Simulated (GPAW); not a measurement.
# Core-hole calculation of the F K edge in KCaF3 (Pm-3m), part 3 of 3

What does one-electron theory with a core hole give for the F K edge of KCaF3 (Pm-3m)?

GPAW 26.7.0; X-ray absorption from dipole matrix elements to empty bands, plane-wave PAW LDA.

So far. Step 5 (Spectrum with FCH, F atom 3): Main maxima below 24 eV (height): 2.9 eV (3.04), 5.4 eV (2.47), 8.9 eV (0.93), 14.3 eV (1.51) and 22.8 eV (1.48).  Step 5 (Spectrum with FCH, F atom 3): The hole costs E(hole) − E(ground) = 684.93 eV, and the lowest empty level of the hole cell on the spectrum's mesh lies at 4.59 eV, which puts the zero at 689.52 eV. One term is added: -9.89 eV, since the hole is spin-paired here and a spin-polarised one costs that much less in the free atom (computed apart).

### 7. Spectrum with FCH, F atom 3

A smaller cell brings the holes closer; here they are 4.5 Å apart.

Changed against the first core-hole run: supercell atoms from 10 to 5.

xas.py

```python
import numpy as np
from ase import Atoms
from ase.parallel import parprint, paropen
from gpaw import GPAW, PW, FermiDirac, Mixer, MixerDif, setup_paths
from gpaw.test import gen
setup_paths.insert(0, '.')
gen('F', name='fch1s', xcname='LDA', corehole=(1, 0, 1), write_xml=True)
from gpaw.mpi import world
world.barrier()

atoms = Atoms('CaKF3',
    cell=[[4.481726, 0, 0],
     [0, 4.481726, 0],
     [0, 0, 4.481726]],
    scaled_positions=[[0, 0, 0],
     [0.5, 0.5, 0.5],
     [0.5, 0, 0],
     [0, 0, 0.5],
     [0, 0.5, 0]],
    pbc=True)
atoms.calc = calc = GPAW(legacy_gpaw=True, mode=PW(500, force_complex_dtype=True), xc='LDA', setups={2: 'fch1s'},
    kpts={'size': (4, 4, 4), 'gamma': True}, occupations=FermiDirac(0.02),
    charge=0, mixer=Mixer(0.1, 5, 50), maxiter=150,
    convergence={'density': 0.0001, 'eigenstates': 1e-6}, txt='scf.txt')
energy = atoms.get_potential_energy() + calc.get_reference_energy()
ef = calc.get_fermi_level()
out = dict(energy=energy, fermi=ef, forces=atoms.get_forces().tolist())
parprint(f'all-electron energy {energy:.4f} eV, Fermi level {ef:.4f} eV')
ev = np.array([[calc.get_eigenvalues(k, s) for k in range(len(calc.get_ibz_k_points()))] for s in range(calc.get_number_of_spins())])
out['homo'], out['lumo'], out['counts'] = ev[ev < ef].max(), ev[ev > ef].min(), sorted(set((ev < ef).sum((0, 2)).tolist()))
out['filled'] = (ev[:, 0] < ef).sum(1).tolist()

from ase.units import Ha
from gpaw.xas import dipole_matrix_elements
nb = int(calc.get_number_of_electrons() / 2) + 57
top, nb = nb, nb + 8 + nb // 12
nscf = calc.fixed_density(kpts={'size': (5, 5, 5), 'gamma': True}, nbands=nb,
    convergence={'bands': top, 'eigenstates': 5e-3}, maxiter=60, txt='nscf.txt')
cell = atoms.cell.array
ops = [cell.T @ U.T @ np.linalg.inv(cell.T) for U in nscf.wfs.kd.symmetry.op_scc]
filled = [20]  # bands filled in the ground state, by spin
E = np.arange(-6, 34, 0.1)
fwhm = np.interp(E, [4, 25], [0.9, 3.5])
Y, X, zero, highest = 0, 0, 1e9, 1e9
for spin in range(nscf.get_number_of_spins()):
    wfs = nscf.wfs
    mine = wfs.bd.get_slice()  # this rank's bands
    A = dipole_matrix_elements(wfs.setups[2])
    eps = np.zeros((wfs.kd.nibzkpts, nb))
    d = np.zeros((3, A.shape[1], wfs.kd.nibzkpts, nb), complex)
    for kpt in wfs.kpt_u:
        if kpt.s == spin and 2 in kpt.P_ani:
            eps[kpt.k, mine] = kpt.eps_n * Ha
            d[:, :, kpt.k, mine] = (kpt.weight * wfs.nspins / 2) ** 0.5 * np.inner(A, kpt.P_ani[2])
    world.sum(eps)
    world.sum(d)
    T = np.einsum('amkn,bmkn->abkn', d, d.conj()).real
    T = sum(np.einsum('ai,ijkn,bj->abkn', R, T, R) for R in ops) / len(ops)
    empty = np.ones_like(eps, bool) & (np.arange(nb) >= filled[spin])
    zero, highest = min(zero, eps[empty].min()), min(highest, eps[:, top - 1].min())
    lines = [(eps, T, empty)] if spin == 0 else lines + [(eps, T, empty)]
for eps, T, empty in lines:
    f = np.einsum('aakn->akn', T).reshape(3, -1)
    x = eps.ravel() - zero
    w = np.interp(x, E, fwhm) / 2.35482
    g = np.exp(-0.5 * ((E[:, None] - x) / w) ** 2) / (w * (2 * np.pi) ** 0.5)
    Y = Y + (f * empty.ravel()) @ g.T
    X = X + (f * ~empty.ravel()) @ g.T
out.update(E=E.round(2).tolist(), xas=Y.tolist(), xes=X.tolist(), zero=zero, valid=highest - zero, nk=len(eps), nb=nb)
for i in range(0, len(E), 10):
    parprint(f'{E[i]:7.2f}', *(f'{v:10.3e}' for v in Y[:, i]))
import json
with paropen('out.json', 'w') as f:
    json.dump(out, f)
```

On the command line:

```console
$ OMP_NUM_THREADS=1 mpirun -n 4 gpaw python xas.py
```

Numbers of over 12 decimals in the logs are rounded to 6 here.

The log of the run:

```text
Input parameters:
  convergence: {density: 0.0001,
                eigenstates: 1e-06}
  kpts: {gamma: True,
         size: (4, 4, 4)}
  maxiter: 150
  mixer: {backend: pulay,
          beta: 0.1,
          method: separate,
          nmaxold: 5,
          weight: 50}
  mode: {ecut: 500.0,
         force_complex_dtype: True,
         name: pw}
  occupations: {fixmagmom: False,
                name: fermi-dirac,
[...]
*p    :    -0.212468
*d    :     0.000000
--------------------------------

Diagonalizing with gridspacing h=0.050

state   all-electron     PAW
-------------------------------
2s:      -1.877741    -1.879888
2p:      -1.212468    -1.215269
*d:                   -0.058611
*f:                   -0.013370
-------------------------------
all-electron energy -42246.8599 eV, Fermi level 0.8532 eV
[...]
32.00  2.084e-05  2.842e-05  2.842e-05
  33.00  2.255e-05  3.004e-05  3.004e-05
[key lines of the parts left out:]
Converged after 16 iterations.
Dipole moment: (-0.000000, 0.000000, 0.000000) |e|*Ang
Free energy:    -46.221576
Fermi level: 0.85323
```

Wall time 10 s (4 MPI ranks of Intel Xeon 6975P-C (Granite Rapids), shared host); peak memory 0.24 GiB.

These settings depart from the first run's and aren't meant as converged.

Against the first run the r.m.s. difference is 21 %. The highest intensity below 16 eV goes from 2.9 eV (3.04) to 2.8 eV (2.77).

```
E (eV)  first run  this run
  -2.0       0.00      0.00
  -0.5       0.00      0.00
   1.0       0.19      0.13
   2.5       2.49      2.22
   4.0       0.78      1.22
   5.5       2.41      1.61
   7.0       0.62      0.61
   8.5       0.89      1.05
  10.0       0.62      0.74
  11.5       0.46      0.56
  13.0       1.01      1.00
  14.5       1.49      1.32
  16.0       0.97      0.93
  17.5       0.66      0.74
  19.0       0.72      0.86
  20.5       1.10      1.27
  22.0       1.43      1.48
  23.5       1.46      1.36
  25.0       1.44      1.32
  26.5       1.44      1.35
  28.0       1.30      1.32
  29.5       1.12      1.21
  31.0       0.85      0.95
```

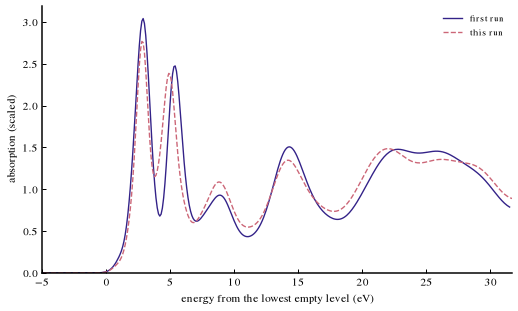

This run beside the first core-hole run.

### 8. What the core hole does

Both curves are counted from their own zero, so only the shift of weight within the empty states shows.

```
E (eV)  no hole   FCH
  -2.0     0.00  0.00
  -1.0     0.00  0.00
   0.0     0.01  0.01
   1.0     0.13  0.19
   2.0     0.53  1.23
   3.0     1.92  2.98
   4.0     2.59  0.78
   5.0     0.98  2.02
   6.0     1.79  1.51
   7.0     1.34  0.62
   8.0     0.90  0.78
   9.0     1.21  0.92
  10.0     0.89  0.62
  11.0     0.66  0.43
  12.0     0.58  0.56
  13.0     0.71  1.01
  14.0     1.14  1.47
  15.0     1.26  1.36
  16.0     1.02  0.97
  17.0     0.73  0.72
  18.0     0.57  0.64
  19.0     0.56  0.72
  20.0     0.68  0.95
  21.0     0.83  1.23
  22.0     0.97  1.43
  23.0     1.07  1.47
  24.0     1.10  1.44
  25.0     1.14  1.44
  26.0     1.21  1.45
  27.0     1.27  1.40
  28.0     1.28  1.30
  29.0     1.25  1.19
  30.0     1.13  1.03
  31.0     0.94  0.85
```

With each curve scaled to its own mean, the area from −2 to 6 eV with the hole is 8.1 against 7.1, and the centre of weight from −1 to 20 eV moves by +0.1 eV (first and strongest maxima below 20 eV: 3.6 eV (3.53), 6.1 eV (1.80) and 14.7 eV (1.28) without the hole, 2.9 eV (3.04), 5.4 eV (2.47) and 14.3 eV (1.51) with it), while the pattern of peaks shifts by -0.8 eV; the shape changes all the same, by 51 % r.m.s.

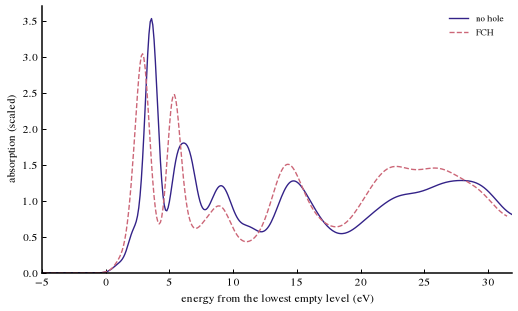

The F K edge with and without the core hole, each from its own zero; the highest intensity below 16 eV lies at 2.9 eV with the hole.

### 9. What came out

```
absorber and edge                               : F K, atom 3 of the ground-state input (counted from 1)
surroundings                                    : 2 Ca at 2.24 Å (linear, site symmetry 4/mmm)
highest intensity below 16 eV                   : 2.9 eV above the zero, height 3.04
photon energy of the zero, with the added terms : 679.6 eV (raw 689.5 eV; LDA puts this hole about 5 eV below PBE, itself good to a few eV)
```

What this shows: The F K edge of atom 3, with 2 Ca at 2.24 Å (linear, site symmetry 4/mmm), has its highest intensity of the first 16 eV at 2.9 eV above the zero, near 683 eV in photon energy (LDA puts this hole about 5 eV below PBE, itself good to a few eV), 3.0 times the mean level of the first 20 eV (Gaussian full width 0.9 eV up to 4 eV, rising linearly to 3.5 eV at 25 eV). With each curve scaled to its own mean, the area from −2 to 6 eV with the hole is 8.1 against 7.1, and the centre of weight from −1 to 20 eV moves by +0.1 eV (first and strongest maxima below 20 eV: 3.6 eV (3.53), 6.1 eV (1.80) and 14.7 eV (1.28) without the hole, 2.9 eV (3.04), 5.4 eV (2.47) and 14.3 eV (1.51) with it), while the pattern of peaks shifts by -0.8 eV; the shape changes all the same, by 51 % r.m.s. A cell with holes 4.5 Å apart changes the curve by 21 % r.m.s. (19 % after the best shift). The holes are only 6.3 Å apart, so the shape is probably not converged with cell size; no larger cell was run here. The mesh is coarse (0.28 Å⁻¹ between points), so small maxima may be mesh ripples. Lifetime broadening is put in by hand, and intensities beyond about 20 eV depend on it and on the partial waves. The structure is a computed Materials Project entry and may be a hypothetical form.

[Banner, clock and machine lines of the logs are left out without a mark of their own.]

[Logs are printed without paths, hosts, clocks, repeated set-up lines and the standing remarks that a program may print on its own settings, such as how far it seeks lower states.]

[Hosts, paths, dates, database ids (printed as entryN), source tags and the programs' standing remarks are cut or masked in the printed files.]

[Lists of maxima count a maximum above −3 eV only where it reaches 4 % of the highest in the window and stands out from its surroundings by 2 % of it (1.5 % where it reaches 55 %); shoulders and weaker maxima are passed over, and of the rest the first, up to two pre-edge ones and the few strongest are named.]
